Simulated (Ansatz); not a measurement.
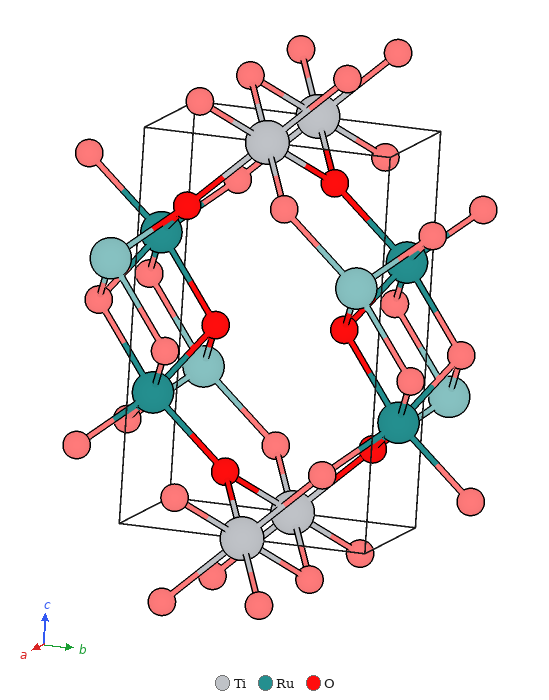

An orthographic ball-and-stick view of the structure, slightly off an axis. One cell (the run's own, in a reduced setting) is framed, with atoms on its boundary repeated. Bonds that leave the box are completed with the atoms at their other ends, in fainter colours.

```yaml
crystal:
  lattice:
    - [0.00000, 3.05026, 0.00000]
    - [-0.31990, 0.00000, 4.75362]
    - [7.16177, -1.52513, -0.00572]
  atoms:
    - { symbol: Ti, position: [0.00000, 0.50000, 0.00000] }
    - { symbol: Ru, position: [0.34469, 0.96568, 0.68937] }
    - { symbol: Ru, position: [0.65531, 0.03432, 0.31063] }
    - { symbol: O, position: [0.43639, 0.67178, 0.87277] }
    - { symbol: O, position: [0.76777, 0.81345, 0.53554] }
    - { symbol: O, position: [0.09546, 0.82647, 0.19092] }
    - { symbol: O, position: [0.90454, 0.17353, 0.80908] }
    - { symbol: O, position: [0.23223, 0.18655, 0.46446] }
    - { symbol: O, position: [0.56361, 0.32822, 0.12723] }
```

All computed values are from Ansatz, DFT r2SCAN, scalar-relativistic, plane waves, PAW. Settings: a cutoff energy of 500 eV, k-points about 0.18 Å⁻¹ apart, Gaussian smearing of 0.1 eV, no spin polarisation.

**List the Bader charges.**

Ti +2.33 e; Ru +1.83 e; O -1.12 to -0.86 e.

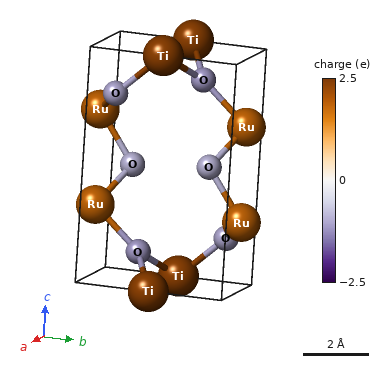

The atoms coloured by those charges.

Its origin is a structure type filled with these elements by a generator (whether the compound takes this form wasn't checked). Earlier steps of the study may have refined or changed the cell and positions. It was run through Ansatz as a DFT input.

At this level of theory the cell isn't at rest (stretched, at -5 GPa), so its distances can differ from those at equilibrium, the more so the softer the solid.
